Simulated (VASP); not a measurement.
Band structure of TaC (rock salt). All values below come from LDA (Ceperley-Alder, Perdew-Zunger) with spin-orbit coupling, VASP's LDA PAW potentials (set 64) (plane waves; VASP).

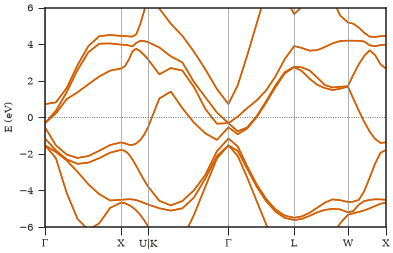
Figure: Bands along high-symmetry lines, zero at the valence-band maximum or, without a gap, the Fermi level

### Question
Read the plot: is there a gap, and where are the band edges?

### Answer
It has no gap at this level: it comes out as a metal or semimetal.

The compound is TaC in the rock salt structure. It was relaxed first.
